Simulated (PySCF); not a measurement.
Molecule: C6H9N, SMILES CC(/C=C\C#N)C. Atoms near the plane z = 1.5 Å, at the GFN2-xTB optimised geometry (x, y, z in Å): C3 (1.0, -1.7, 0.6), C4 (1.1, 0.6, -0.2), C5 (0.4, 1.7, 0.0), C6 (-1.0, 1.7, 0.0), N7 (-2.2, 1.7, 0.0), H12 (2.1, -1.8, 0.7), H13 (0.6, -2.7, 0.5), H14 (0.7, -1.4, 1.6), H15 (2.2, 0.7, -0.2), H16 (0.8, 2.7, 0.2).

Computed with CAM-B3LYP/def2-TZVP in PySCF 2.14.0. The values are rescaled to run from 0 to 1.

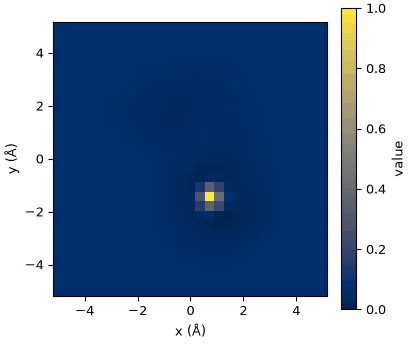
*a field on the plane z = 1.5 Å.*

Q: Which quantity is mapped?
A) electron localisation function
B) deformation density (molecule minus spherical neutral atoms)
C) log10 of the electron density
D) an orbital amplitude

A: B, deformation density (molecule minus spherical neutral atoms). In full: deformation density (molecule minus spherical neutral atoms) (e/bohr³).
